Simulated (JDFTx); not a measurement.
System: TiAl3(101) (I4/mmm bulk; lattice of mp-542915, not re-optimised at this level), 1x1 cell of 9 atoms in 9 planes (Al outermost, slab composition Ti2Al7), area 17.92 Å² a face, 6.8 Å between the outermost planes in a cell 23.0 Å high; k mesh 6×6×1, Fermi width 0.01 Ha, no spin polarisation. Whether this polymorph is the ambient one wasn't checked. Neither spin polarisation nor a larger cell was tried.

Level of theory: PBE, GBRV ultrasoft potentials, plane waves to 20/100 Ha; code: JDFTx (a modified build). Liquid on both sides: linear PCM (GLSSA13), water, 0.5 M NaF; nuclei fixed. SHE scale: U = −μ/e − 4.44 V, by convention.

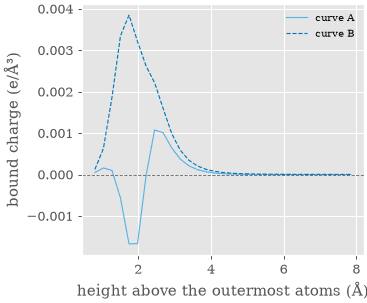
Plane-averaged bound charge of the liquid for two states of the electrode

One curve is the neutral slab. Which, and what is the sign of the other's charge?

Curve A is neutral (potential of zero charge, -0.69 V). Curve B is negatively charged, -8.3 μC/cm² at -1.20 V.
